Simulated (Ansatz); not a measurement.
The end point of a relaxation of LiF. Method: r2SCAN (plane waves to 500 eV, PAW, scalar-relativistic; Ansatz, an electronic-structure program).

Fm-3m (No. 225), cF8, rock salt type; a = b = c = 3.990 Å, α = β = γ = 90.00°.

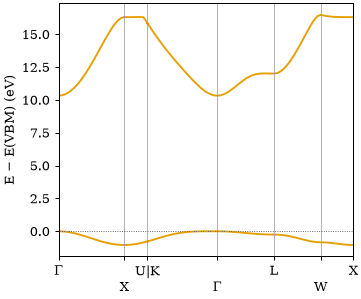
Figure: Highest filled and lowest empty band along the path of this cell's Brillouin zone

Q: Read off the gap and say whether it is direct.

A: 10.33 eV, direct (no spin-orbit coupling).

Q: How far does the top valence band disperse along this path?

A: About 1.0 eV.

No spin polarisation in the result.

Measured for LiF: a 3.972 Å (static lattice; corrected from measurement; as listed in Daniel Mejia-Rodriguez, S. B. Trickey, Phys. Rev. B (2018)); gap 15.35 eV (static lattice; corrected from measurement; as listed in Wei Chen et al., Physical Review Materials (2018)). Computed minus measured — a: r2SCAN +0.5 %; gap: r2SCAN -5.02 eV. The computed values are for a static lattice, and a measured gap can be an optical one, lowered by exciton binding.

The run could not lose the symmetry of its start; a randomly shaken copy of 2 atoms returns to this structure.

All atoms sit on sites fixed by symmetry, so only the cell could relax.
